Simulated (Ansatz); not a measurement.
## Electronic structure of CH₆AlFSi₂ (SMILES FC[SiH]1[AlH][SiH2]1) in real space

The calculation's input:

```
crystal:
  periodic: [false, false, false]
  atoms:
    - {symbol: F, position_ang: [-2.725680, 0.843718, 0.388992]}
    - {symbol: C, position_ang: [-1.476586, 1.384102, 0.113609]}
    - {symbol: Si, position_ang: [-0.264487, 0.053002, -0.505875]}
    - {symbol: Al, position_ang: [2.101943, -0.302626, -0.822718]}
    - {symbol: Si, position_ang: [0.803055, -1.611912, 0.720856]}
    - {symbol: H, position_ang: [-1.601018, 2.164452, -0.644827]}
    - {symbol: H, position_ang: [-1.095613, 1.851684, 1.026684]}
    - {symbol: H, position_ang: [-0.786849, -0.586813, -1.755913]}
    - {symbol: H, position_ang: [3.483815, 0.065480, -1.506773]}
    - {symbol: H, position_ang: [0.360613, -2.998089, 1.036829]}
    - {symbol: H, position_ang: [1.266108, -0.919998, 1.969838]}
basis:
  gaussian: {orbitals: def2-TZVPP}
hamiltonian: {xc: pbe0, dispersion: d4}
output: {orbitals: {seedname: orbitals}}
```

Launched as:

```sh
ansatz run in.yaml --threads 4 --pin off --events-out ev --progress --plain --max-ram 10444MiB
```

Geometry: PBE0-D4/def2-TZVP.

Method: RKS PBE0-D4/def2-TZVPP (Ansatz 0.2.0).

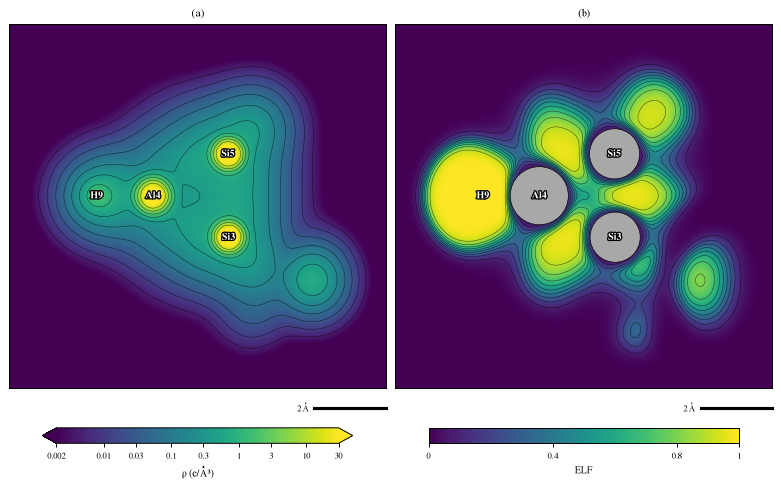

Figure 1. (a) total electron density; (b) electron localisation function on the plane of atoms Si5, Al4 and H9. Grey discs cover the atomic cores in the ELF map.

Q: What does the map show?

A: The section cuts through Si, Al and H sites. Si–Si (2.33 Å): ρ at the midpoint is about 0.59 e/Å³; the ELF peaks at about 0.90 between the atoms: a covalent bond. Al–Si (2.40 Å): ρ is about 0.45 e/Å³ halfway, with its minimum of 0.39 e/Å³ about 0.9 Å from Al; the ELF peaks at about 0.85 between the atoms: a covalent bond. Al–H (1.59 Å): ρ is about 0.55 e/Å³ halfway; the ELF climbs to about 1 towards the hydrogen. The ELF also peaks beside F1, away from the bonds: lone-pair regions.

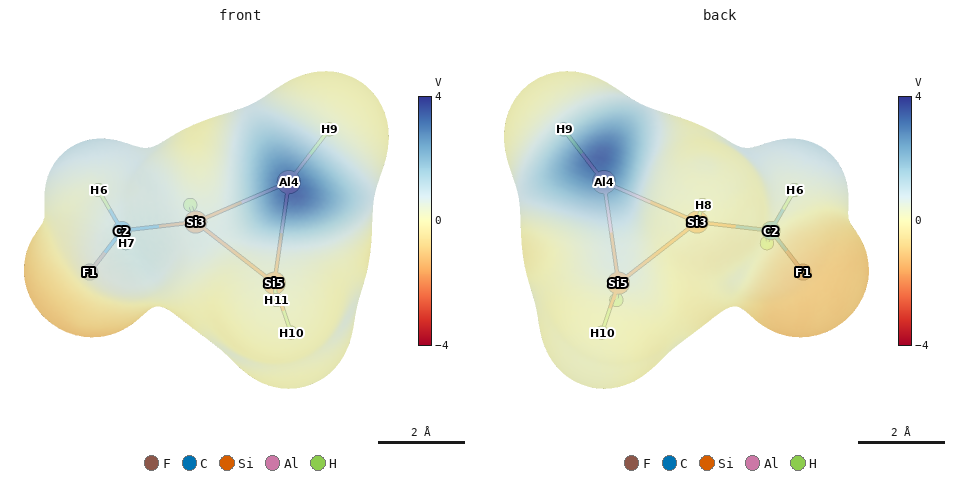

Figure 2. The molecular electrostatic potential painted on the density surface at 0.002 e/bohr³, seen from the front and from behind; the colour scale runs from red (negative) to blue (positive).

Q: Where is the surface potential most negative and most positive?

A: The most negative region (about −1.1 V, or −25 kcal/mol for a unit charge) lies over F1, the most positive (about +3.4 V, or +78 kcal/mol for a unit charge) over Al4.

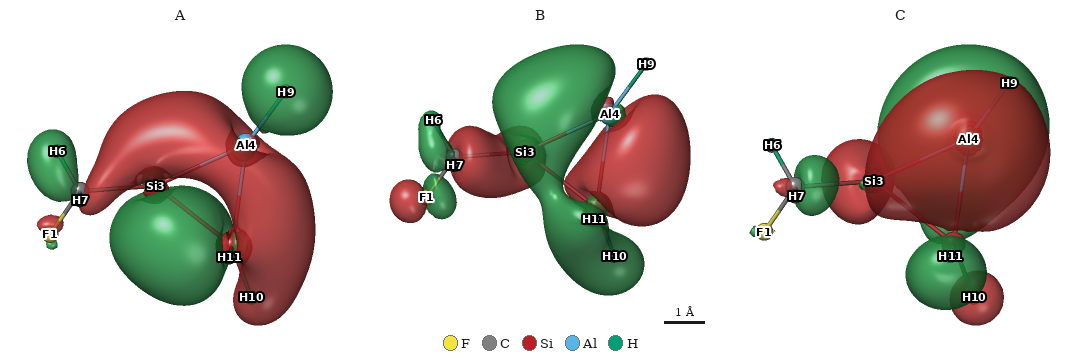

Figure 3. Three frontier orbitals at ±0.06 Å⁻³ᐟ² (green and red are the two phases), in no order.

Q: Order the three orbitals by energy and name them.

A: A is the HOMO−1 (−6.83 eV). Its weight (Hirshfeld) is mainly on Si3 (about 35 %), Si5 (about 30 %), Al4 (about 15 %) and H9 (about 10 %). B is the HOMO (−6.31 eV). Its weight (Hirshfeld) is mainly on Al4 (about 30 %), Si5 (about 30 %) and Si3 (about 25 %). C is the LUMO (−2.39 eV). It lies mainly on Al4 (about 60 %), Si3 (about 10 %) and Si5 (about 10 %).

Q: What is the HOMO–LUMO gap?

A: 3.92 eV between the orbital energies.
